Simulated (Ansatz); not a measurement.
## Convergence of a linear-scaling basis for random alloy of the monolayer 2H MoS2-MoSe2 line, x = 0 (75 atoms)

Wanted: errors and times of a linear-scaling basis for random alloy of the monolayer 2H MoS2-MoSe2 line, x = 0 (75 atoms). A setting counts as converged where the r.m.s. difference of forces stays under 1 % of the r.m.s. force.

Program: Ansatz 0.2.0. Level of theory: Kohn-Sham DFT, PBE, PAW (set soft_2), plane waves. Results are calculated unless marked as measured.

**1. Starting point**

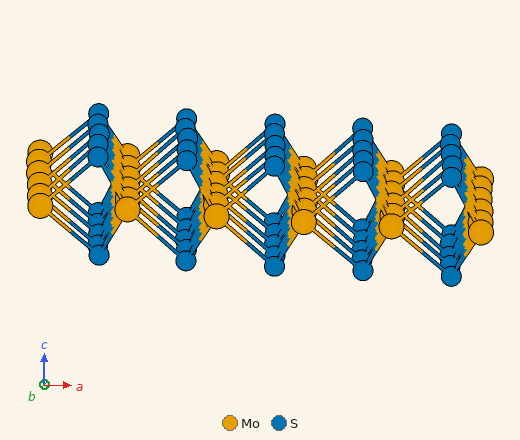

The cell as given, nearly edge on (molybdenum orange, sulfur blue). Bonds to atoms that aren't drawn are left out. Some periodic images of atoms are drawn too.

The cell holds 75 atoms: 25 Mo and 50 S. Cell: a = 15.900 Å, b = 15.900 Å, c = 18.500 Å, α = 90.0°, β = 90.0°, γ = 120.0°. It derives from MoS2 (monolayer 2H MoS2-MoSe2), repeated 5×5×1. Monolayer 2H MoS2-MoSe2: 75 atoms, 0 of 50 S sites given to Se at random, cell and internal coordinates interpolated linearly between the end members (Vegard's rule); not relaxed, displaced by a Gaussian of 0.02 Å. Lattice constants are starting values near those of PBE. Vacuum lies along c.

Before any run, some limits are plain. The host structure and its lattice constant were typed by rule, without a check against the phase diagram. Beside vacuum, support functions can miss their usual error bounds without a warning. Only the Γ point is sampled, in a cell whose shortest periodic width is 14 Å.

**2. Plane-wave single point**

The first run uses the default basis; a harder plane-wave run follows as the reference for the support functions.

Contents of input.yaml:

```yaml
crystal:
  lattice:
    - [15.9, 0.0, 0.0]
    - [-7.95, 13.7698, 0.0]
    - [0.0, 0.0, 18.5]
  atoms:
    - { symbol: Mo, position: [0.0016, 0.99911, 0.49943] }
    - { symbol: S, position: [0.13261, 0.06792, 0.58211] }
    - { symbol: S, position: [0.13498, 0.06556, 0.41575] }
    - { symbol: Mo, position: [0.00075, 0.20212, 0.49777] }
    - { symbol: S, position: [0.13265, 0.26611, 0.58582] }
    - { symbol: S, position: [0.13182, 0.26642, 0.41446] }
    - { symbol: Mo, position: [0.00048, 0.40085, 0.49881] }
    - { symbol: S, position: [0.13543, 0.46798, 0.58514] }
    - { symbol: S, position: [0.13397, 0.46567, 0.41527] }
    - { symbol: Mo, position: [0.99863, 0.59961, 0.50057] }
    - { symbol: S, position: [0.13218, 0.66609, 0.58385] }
    - { symbol: S, position: [0.13178, 0.66569, 0.41539] }
    - { symbol: Mo, position: [0.99876, 0.80034, 0.50179] }
    - { symbol: S, position: [0.13413, 0.86639, 0.58363] }
    - { symbol: S, position: [0.13362, 0.86912, 0.41546] }
    - { symbol: Mo, position: [0.19934, 0.00028, 0.50227] }
    - { symbol: S, position: [0.33393, 0.06756, 0.58492] }
    - { symbol: S, position: [0.33206, 0.06501, 0.41503] }
    - { symbol: Mo, position: [0.20016, 0.20085, 0.50091] }
    - { symbol: S, position: [0.33471, 0.26708, 0.58555] }
    - { symbol: S, position: [0.33329, 0.26849, 0.41596] }
    - { symbol: Mo, position: [0.19998, 0.40071, 0.49992] }
    - { symbol: S, position: [0.33586, 0.46887, 0.58696] }
    - { symbol: S, position: [0.33053, 0.46457, 0.41486] }
    - { symbol: Mo, position: [0.20084, 0.60127, 0.50034] }
    - { symbol: S, position: [0.33057, 0.66622, 0.58549] }
    - { symbol: S, position: [0.33418, 0.66777, 0.41517] }
    - { symbol: Mo, position: [0.19988, 0.80027, 0.50044] }
    - { symbol: S, position: [0.33367, 0.86684, 0.58387] }
    - { symbol: S, position: [0.3339, 0.86684, 0.41663] }
    - { symbol: Mo, position: [0.40164, 0.00027, 0.49959] }
    - { symbol: S, position: [0.53284, 0.06728, 0.58468] }
    - { symbol: S, position: [0.53293, 0.06673, 0.41474] }
    - { symbol: Mo, position: [0.40055, 0.19935, 0.50132] }
    - { symbol: S, position: [0.53427, 0.26753, 0.58341] }
    - { symbol: S, position: [0.53408, 0.26774, 0.41437] }
    - { symbol: Mo, position: [0.39969, 0.40005, 0.49852] }
    - { symbol: S, position: [0.53434, 0.4679, 0.58367] }
    - { symbol: S, position: [0.53282, 0.46476, 0.41536] }
    - { symbol: Mo, position: [0.39878, 0.60163, 0.50044] }
    - { symbol: S, position: [0.53274, 0.66554, 0.58597] }
    - { symbol: S, position: [0.53446, 0.66397, 0.41674] }
    - { symbol: Mo, position: [0.40229, 0.80049, 0.4987] }
    - { symbol: S, position: [0.53429, 0.8664, 0.58394] }
    - { symbol: S, position: [0.53219, 0.86747, 0.41626] }
    - { symbol: Mo, position: [0.59959, 0.00076, 0.49876] }
    - { symbol: S, position: [0.73438, 0.06673, 0.58439] }
    - { symbol: S, position: [0.73384, 0.06793, 0.41622] }
    - { symbol: Mo, position: [0.60077, 0.2002, 0.50008] }
    - { symbol: S, position: [0.73428, 0.267, 0.58533] }
    - { symbol: S, position: [0.73118, 0.26313, 0.41653] }
    - { symbol: Mo, position: [0.60307, 0.40064, 0.49989] }
    - { symbol: S, position: [0.73308, 0.46649, 0.58461] }
    - { symbol: S, position: [0.73155, 0.46592, 0.41433] }
    - { symbol: Mo, position: [0.6001, 0.59957, 0.50054] }
    - { symbol: S, position: [0.73383, 0.6681, 0.58483] }
    - { symbol: S, position: [0.73471, 0.66391, 0.41471] }
    - { symbol: Mo, position: [0.60297, 0.80367, 0.49973] }
    - { symbol: S, position: [0.73322, 0.86634, 0.58603] }
    - { symbol: S, position: [0.73347, 0.86765, 0.41506] }
    - { symbol: Mo, position: [0.79863, 0.00046, 0.50054] }
    - { symbol: S, position: [0.93488, 0.06651, 0.58393] }
    - { symbol: S, position: [0.93422, 0.06702, 0.41571] }
    - { symbol: Mo, position: [0.80075, 0.20169, 0.5004] }
    - { symbol: S, position: [0.93654, 0.26828, 0.58531] }
    - { symbol: S, position: [0.93172, 0.26754, 0.41586] }
    - { symbol: Mo, position: [0.80178, 0.40152, 0.49957] }
    - { symbol: S, position: [0.93396, 0.46585, 0.58671] }
    - { symbol: S, position: [0.93038, 0.46411, 0.41362] }
    - { symbol: Mo, position: [0.79807, 0.59837, 0.50211] }
    - { symbol: S, position: [0.93195, 0.66472, 0.5858] }
    - { symbol: S, position: [0.9317, 0.66487, 0.41635] }
    - { symbol: Mo, position: [0.80047, 0.79937, 0.50152] }
    - { symbol: S, position: [0.93467, 0.86902, 0.58514] }
    - { symbol: S, position: [0.93537, 0.86683, 0.41409] }
kpoints:
  mp_grid: { grid: [1, 1, 1] }
hamiltonian:
  xc: pbe
scf:
  occupations: { method: fixed }
output:
  forces: true
  populations: true
  dos:
    method: { smearing: { sigma: 0.1 } }
    de: 0.1
    projected: { site_lists: { Mo: [Mo], S: [S] } }
  eigenvalues: true
  write_density: true
  write_potential: true
  volumetric_format: npy
```

On the command line:

```console
$ ansatz run input.yaml --threads 4 --pin off --max-ram 15872MiB --backend cpu --events-out ev --progress --plain --runs-dir out
```

Numbers of over 12 decimals in the logs are rounded to 6 here.

The program printed:

```text
Engine: ansatz 0.2.0, aarch64-unknown-linux-gnu
Pseudopotentials: kind: paw
Pseudopotential: Mo, paw, valence charge 14, recommended cutoff 420 eV (normal), Mo.paw.azcp
Pseudopotential: S, paw, valence charge 6, recommended cutoff 420 eV (normal), S.paw.azcp
[... 5 lines on functional and potentials left out ...]
Crystal: 75 atoms, lattice volume = 4050.387 Å³
Basis set: ecut = 420 eV, 79165 PW (Γ), exchange–correlation on 216×216×250 points (8 copies of the dense FFT grid, shifted against one another)
Bands: 400, of which v1, the nominal top of the filled ones, is band 325 counted from 1 (324 counted from 0)
Symmetry: 1 space group operations
Space group: P1 (ITA 1), of the structure as read, at distance tolerance 1.6e-4 Å
k-points: 1
[... 5 lines on functional and potentials left out ...]
Initial density: superposition of atomic densities (neutral atoms: chi_scale 0, normalization atom), corrected by the library's trained network
Initial wavefunctions: pseudopotential atomic-orbital guess
Functional: x = pbe(κ = 0.804, μ = 0.219515), c = pbe(β = 0.066725)
SCF iter   1: F=—  HF=-169069.504160 eV  |F-HF|=—  |Δ(HF+E_count)|=         —  Δρ=3.10e-3  dr2=1.23e-1  ethr=1.77e-3  ⟨swp⟩=6.0  Hψ=1515  notcnv=0  defer=60
preconditioner: auto → Resta (q_TF=auto, 2.011 Å⁻¹)  ε∞=3.6  [insulator: Δε(μ)=1.948 eV  Ē_g=7.642 eV  n_scr=538 (ndim 8)  ℏωp=12.4 eV  f_vac=0.638  ε∞_Penn≈3.6  vacuum switching on, ρ_ref=4.2e-3 e/Å³]
SCF iter   2: F=—  HF=-169069.645773 eV  |F-HF|=—  |Δ(HF+E_count)|=   1.42e-1  Δρ=1.77e-3  dr2=5.15e-2  ethr=1.89e-5  ⟨swp⟩=3.0  Hψ=989  notcnv=0  defer=73
SCF iter   3: F=—  HF=-169069.714326 eV  |F-HF|=—  |Δ(HF+E_count)|=   6.86e-2  Δρ=9.99e-4  dr2=8.43e-2  ethr=7.93e-6  ⟨swp⟩=4.0  Hψ=530  notcnv=0  defer=73
SCF iter   4: F=—  HF=-169069.719975 eV  |F-HF|=—  |Δ(HF+E_count)|=   5.65e-3  Δρ=3.52e-4  dr2=1.58e-2  ethr=7.93e-6  ⟨swp⟩=4.0  Hψ=529  notcnv=0  defer=73
SCF iter   5: F=—  HF=-169069.718378 eV  |F-HF|=—  |Δ(HF+E_count)|=   1.60e-3  Δρ=6.99e-5  dr2=3.31e-4  ethr=2.44e-6  ⟨swp⟩=2.0  Hψ=525  notcnv=0  defer=73
SCF iter   6: F=—  HF=-169069.718394 eV  |F-HF|=—  |Δ(HF+E_count)|=   1.54e-5  Δρ=4.39e-5  dr2=2.13e-4  ethr=5.09e-8  ⟨swp⟩=3.0  Hψ=639  notcnv=0  defer=73
SCF iter   7: F=—  HF=-169069.718419 eV  |F-HF|=—  |Δ(HF+E_count)|=   2.47e-5  Δρ=4.37e-5  dr2=2.37e-4  ethr=3.28e-8  ⟨swp⟩=2.0  Hψ=524  notcnv=0  defer=68
SCF iter   8: F=—  HF=-169069.718374 eV  |F-HF|=—  |Δ(HF+E_count)|=   4.42e-5  Δρ=1.20e-5  dr2=1.08e-5  ethr=3.28e-8  ⟨swp⟩=2.0  Hψ=511  notcnv=0  defer=69
SCF iter   9: F=—  HF=-169069.719854 eV  |F-HF|=—  |Δ(HF+E_count)|=   1.48e-3  Δρ=5.72e-6  dr2=1.13e-6  ethr=1.67e-9  ⟨swp⟩=2.0  Hψ=625  notcnv=0  defer=70
SCF iter  10: F=—  HF=-169069.719857 eV  |F-HF|=—  |Δ(HF+E_count)|=   3.23e-6  Δρ=4.67e-6  dr2=2.74e-6  ethr=1.74e-10  ⟨swp⟩=4.0  Hψ=843  notcnv=0  defer=70  recentre
SCF iter  11: F=—  HF=-169069.719857 eV  |F-HF|=—  |Δ(HF+E_count)|=   3.36e-7  Δρ=1.72e-6  dr2=1.43e-7  ethr=1.74e-10  ⟨swp⟩=2.0  Hψ=524  notcnv=0  defer=70
SCF iter  12: F=-169069.719857 eV  HF=-169069.719857 eV  |F-HF|=1.61e-7  |Δ(HF+E_count)|=   5.83e-7  Δρ=7.64e-7  dr2=1.20e-8  ethr=1.54e-11  ⟨swp⟩=19.0  Hψ=3347  notcnv=0
SCF 1 converged in 12 iterations: F = -169069.719857 eV  dr2 = 1.20e-8
  greatest PAW one-centre occupation: 0.998 electrons in one spin orbital (limit 2), on the Mo atom at site 15 (counted from 0), in its partial waves of l = 0
SCF converged after 12 iterations
Free energy (F): -169069.719857 eV
Harris-Foulkes:  -169069.719857 eV  (|F-HF|=1.61e-7)
Internal energy: -169069.719857 eV  (E = F + TS)
E sigma→0 (E₀):  -169069.719857 eV
Fermi energy:    -0.602759 eV
--- Per-component energies (eV) ---
  E_band       = -10918.028903
  E_kinetic    = 16373.175885
  E_local      = -358164.849443  (includes V_loc(G=0)·N_el)
  E_nonlocal   = 4976.754274
  E_hartree    = 169918.767060
  E_xc         = -9451.125449
  E_vxc        = -10108.936251  (∫ρ·V_xc dr)
  E_paw        = -110036.774152  (= ΣΔE_a)
  E_vpaw       = -3831.703423  (= ΣTr[D̂ρ^β])
  E_aug_tail   = 0.001084  (compensation charges beyond the density's cutoff)
  E_ewald      = 117314.330884
  E_smearing   = -0.000000  (= −TS)
  E_closure    = -0.000000  (closes the sum)
  Σ components = -169069.719857   (vs F -169069.719857, Δ=0.00e0)
--- Forces (eV/Å), atoms counted from 1 ---
  atom   1  Mo    -0.70262522     0.20268285    -0.34446092
  atom   2  S      0.12741125    -0.04233442     1.00986719
  atom   3  S     -0.14782722     0.32724744    -0.01615533
  atom   4  Mo     0.09892062    -0.48573317     1.04213396
  atom   5  S     -0.08660179     0.20661255    -0.43641648
  atom   6  S      0.35204201     0.18452808     0.09701368
  atom   7  Mo    -0.02544885     0.10555723     0.69429986
  atom   8  S     -0.26607951    -0.08670873    -0.27506008
  atom   9  S     -0.16171823     0.34857981    -0.02255467
  atom  10  Mo     0.26400776    -0.49477730    -0.24327053
  atom  11  S      0.03473856     0.12051401     0.20667163
  atom  12  S      0.00210040     0.17213278     0.13358830
  atom  13  Mo     0.46561326    -0.28822587    -0.72932929
  atom  14  S     -0.21294448    -0.04171580     0.62913683
[...]
atom  74  S     -0.04843875    -0.24589205     0.18646321
  atom  75  S     -0.29297450    -0.22773470     0.45634744
  max |Σ_I F_I| component: 8.28e-6 eV/Å
--- Band table (eV) ---
  k-point 0: bands = ["-61.4627", "-61.4533", "-61.4509", "-61.4487", [... 384 levels ...], "2.6258", "2.6831", "2.7125", "2.7184", "2.7375", "2.7521", "2.7622", "2.8856", "2.9086", "2.9305", "2.9513", "2.9766"]
--- Löwdin populations: 75 sites ---
  site symbol       q [e]
     0     Mo     13.6701
     1      S      6.0346
     2      S      6.0623
[...]
74      S      6.0730
  spilling = 0.007751 (of n_electrons = 650.000000)
```

Elapsed: 78 s, on 4 threads of Arm Neoverse V1, shared host; peak memory 4.5 GiB; 5 min of CPU time.

Reading the cycles: dr2 is the Hartree energy of the density residual (eV), the measure of convergence; HF is the Harris–Foulkes estimate of the energy, which meets the free energy F at convergence.

Numbers from this run:

```
free energy                                      : -169069.7199 eV
free energy per atom                             : -2254.2629 eV/atom
SCF cycles                                       : 12
r.m.s. force component                           : 0.3725 eV/Å
longest force                                    : 1.38 eV/Å
Fermi energy                                     : -0.6028 eV
gap (highest filled to lowest empty level) : 1.951 eV
potential in mid-vacuum, over the Fermi level    : 5.949 eV
potential 4.5 Å over the upper face              : 5.949 eV
potential 4.5 Å under the lower face             : 5.948 eV
spilling of the projection                       : 0.007751
```

The r.m.s. force component of 0.37 eV/Å sets the scale for the differences below.

**3. Plane waves at 750 eV (750 eV)**

A harder cutoff gives the support functions a reference with less basis error.

input.yaml, the sections that differ from step 2:

```yaml
output:
  forces: true
  eigenvalues: true
basis:
  ecutwfc: "750 eV"
# crystal, kpoints, hamiltonian, scf: as in step 2
```

The program printed:

```text
[...]
Crystal: 75 atoms, lattice volume = 4050.387 Å³
Basis set: ecut = 750 eV, 188933 PW (Γ), exchange–correlation on 288×288×360 points (8 copies of the dense FFT grid, shifted against one another)
Bands: 400, of which v1, the nominal top of the filled ones, is band 325 counted from 1 (324 counted from 0)
Symmetry: 1 space group operations
[...]
k-points: 1
[...]
SCF iter   1: F=—  HF=-169069.577420 eV  |F-HF|=—  |Δ(HF+E_count)|=         —  Δρ=3.15e-3  dr2=1.23e-1  ethr=1.77e-3  ⟨swp⟩=6.0  Hψ=1518  notcnv=0  defer=61
[...]
SCF iter   3: F=—  HF=-169069.761971 eV  |F-HF|=—  |Δ(HF+E_count)|=   6.27e-2  Δρ=9.93e-4  dr2=8.52e-2  ethr=7.68e-6  ⟨swp⟩=4.0  Hψ=530  notcnv=0  defer=50
automatic band count: iteration 3 solves 377 bands in place of 400: the levels show a gap, and the empty bands left out lie too high to hold charge; the band table lists the bands solved (type scf.n_extra_bands for more)
SCF iter   4: F=—  HF=-169069.766556 eV  |F-HF|=—  |Δ(HF+E_count)|=   4.59e-3  Δρ=3.40e-4  dr2=1.49e-2  ethr=7.68e-6  ⟨swp⟩=4.0  Hψ=529  notcnv=0  defer=50
SCF iter   5: F=—  HF=-169069.765131 eV  |F-HF|=—  |Δ(HF+E_count)|=   1.42e-3  Δρ=7.85e-5  dr2=3.86e-4  ethr=2.29e-6  ⟨swp⟩=2.0  Hψ=508  notcnv=0  defer=50
[...]
SCF iter  11: F=—  HF=-169069.767572 eV  |F-HF|=—  |Δ(HF+E_count)|=   5.21e-7  Δρ=2.08e-6  dr2=1.77e-7  ethr=3.01e-10  ⟨swp⟩=2.0  Hψ=511  notcnv=0  defer=45
SCF iter  12: F=-169069.767573 eV  HF=-169069.767573 eV  |F-HF|=2.40e-7  |Δ(HF+E_count)|=   4.92e-7  Δρ=1.05e-6  dr2=1.91e-8  ethr=1.54e-11  ⟨swp⟩=14.0  Hψ=1680  notcnv=0
SCF 1 converged in 12 iterations: F = -169069.767573 eV  dr2 = 1.91e-8
[...]
SCF converged after 12 iterations
Free energy (F): -169069.767573 eV
[...]
Internal energy: -169069.767573 eV  (E = F + TS)
E sigma→0 (E₀):  -169069.767573 eV
Fermi energy:    -0.602785 eV
[...]
Σ components = -169069.767573   (vs F -169069.767573, Δ=0.00e0)
--- Forces (eV/Å), atoms counted from 1 ---
  atom   1  Mo    -0.70250566     0.20263341    -0.34444206
  atom   2  S      0.12744733    -0.04234986     1.00899141
  atom   3  S     -0.14786373     0.32725395    -0.01526321
  atom   4  Mo     0.09890116    -0.48565251     1.04214056
[...]
atom  75  S     -0.29298089    -0.22772300     0.45724837
  max |Σ_I F_I| component: 2.47e-6 eV/Å
--- Band table (eV) ---
[...]
```

It took 2 min on 4 threads; peak memory 10 GiB; 7.8 min of CPU time.

Forces differ from the reference by 0.42 meV/Å r.m.s., 0.11 % of their size, well within a tolerance of 1 %; the energy by -0.64 meV/atom. It took 2 min and 12 cycles; the reference's time can't be set against it, since the two runs asked for unlike analyses.

**4. Support functions medium**

With localised support functions most steps grow linearly with size, though the diagonalisation grows faster unless the density matrix is cut; this run measures error and cost at this size. Besides, the program derives a nominal cutoff of 420 eV for this run, against the reference's 750.

This step: Kohn-Sham DFT, PBE, PAW (set soft_2), localised support functions (medium) (Ansatz 0.2.0).

input.yaml, the sections that differ from step 3:

```yaml
scf:
  occupations: { method: fixed }
  eigensolver: { kind: { support_functions: { accuracy: medium } } }
  mixing: { beta: 0.4 }
  max_iter: 150
# crystal, kpoints, hamiltonian, output: as in step 3
# basis: removed
```

The program printed:

```text
Warning: scf.eigensolver.kind.support_functions: disabling space-group detection — the functions' gradient is summed over unrotated k-points, so no spatial operation reduces the k-mesh or symmetrises the density; time reversal is kept, so that k and −k are solved as one point where they differ and the mesh holds both, and exact exchange and, on two spinor components, a DFT+U term hold to it where the run has them: [...]
settings of this run that can trade accuracy for cost: scf.eigensolver.kind.support_functions [...]
[...]
Crystal: 75 atoms, lattice volume = 4050.387 Å³
Basis set: ecut = 420 eV, 79165 PW (Γ), exchange–correlation on 216×216×250 points (8 copies of the dense FFT grid, shifted against one another)
Bands: 390, of which v1, the nominal top of the filled ones, is band 325 counted from 1 (324 counted from 0)
Symmetry: 1 space group operations
k-points: 1
[...]
SCF iter   1: F=—  HF=-169072.145939 eV  |F-HF|=—  |Δ(HF+E_count)|=         —  Δρ=4.82e-2  dr2=1.63e2  ethr=1.00e-1
[...]
SCF iter  14: F=—  HF=-169069.749295 eV  |F-HF|=—  |Δ(HF+E_count)|=   1.00e-3  Δρ=9.04e-6  dr2=2.42e-6  ethr=1.43e-9  κ⁻¹=2.4e-5(r=7)
SCF iter  15: F=-169069.749298 eV  HF=-169069.749297 eV  |F-HF|=6.63e-7  |Δ(HF+E_count)|=   1.88e-6  Δρ=4.17e-6  dr2=6.60e-7  ethr=3.72e-10
SCF 1 converged in 15 iterations: F = -169069.763853 eV  dr2 = 6.60e-7
[...]
SCF converged after 15 iterations
Stability not checked: this state was not tested for a lower state beside it, because the mixer in use, unlike msr1, does not test its closes by its own steps (another_mixer; see scf.mixing.algorithm and scf.lower_state_search)
Free energy (F): -169069.763853 eV
[...]
Internal energy: -169069.763853 eV  (E = F + TS)
E sigma→0 (E₀):  -169069.763853 eV
Fermi energy:    -0.602716 eV
[...]
Σ components = -169069.763853   (vs F -169069.763853, Δ=0.00e0)
--- Forces (eV/Å), atoms counted from 1 ---
  atom   1  Mo    -0.70210238     0.20252761    -0.34420751
  atom   2  S      0.12741317    -0.04233889     1.00878181
  atom   3  S     -0.14779973     0.32710879    -0.01524303
  atom   4  Mo     0.09858085    -0.48535205     1.04191429
[...]
atom  75  S     -0.29293831    -0.22764670     0.45757120
  max |Σ_I F_I| component: 1.79e-3 eV/Å
--- Band table (eV) ---
[...]
```

Run time: 3.7 min. Hardware: 4 threads; peak memory 5.8 GiB; 14 min of CPU time.

The program notes that the band table was not solved further than the SCF left it and it switched symmetry off.

Keys that differ from the reference: basis.ecutwfc removed, support_functions.accuracy = "medium", scf.max_iter = 150 and scf.mixing.beta = 0.4.

Forces differ from the reference by 0.15 meV/Å r.m.s., 0.041 % of their size, well within a tolerance of 1 %. It took 1.8 times the reference's time (shared host, so rough). The two runs also began from different starting densities, which bears on cycles and time.

(Continued in part 2 of 3.)

[Logs are printed without paths, hosts, clocks, repeated set-up lines and the standing remarks that a program may print on its own settings, such as how far it seeks lower states.]

[Hosts, paths, dates, database ids (printed as entryN), source tags and the programs' standing remarks are cut or masked in the printed files.]
